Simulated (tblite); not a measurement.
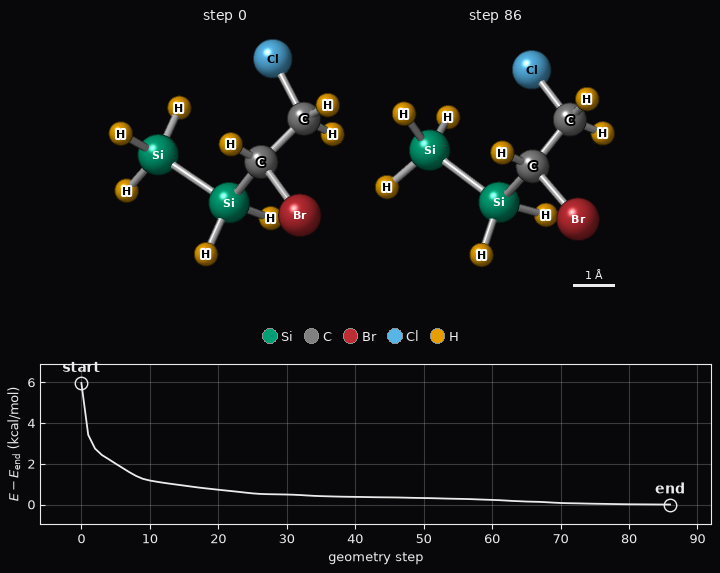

First and last geometry of a relaxation of C2H8BrClSi2, with the history of the run. The picture is a ball-and-stick view, seen at a tilt.

These are results of GFN2-xTB geometry optimisation, gas phase in tblite 0.8.0, not measurements. 

What do the curves and the structures tell?

It converged. The largest move after the best rigid fit is that of an H atom, 0.59 Å. By element the largest moves are H 0.59 Å, Cl 0.42 Å, Br 0.26 Å, C 0.13 Å, Si 0.12 Å. Some distances before and after: C–Si 1.840 → 1.931 Å, Br–C 2.001 → 1.967 Å, C–C 1.537 → 1.507 Å, H–Si 1.499 → 1.470 Å. Among the angles between lasting bonds that change: C–Si–H 111.4° → 103.0°, Si–Si–H 107.3° → 114.9°, C–Si–H 110.2° → 102.8°. Groups turn about Si–Si by about 25°. After 86 geometry steps the energy has fallen by 5.97 kcal/mol. The run took 0.6 s on 1 thread of Arm Neoverse V2, with other jobs on the host.
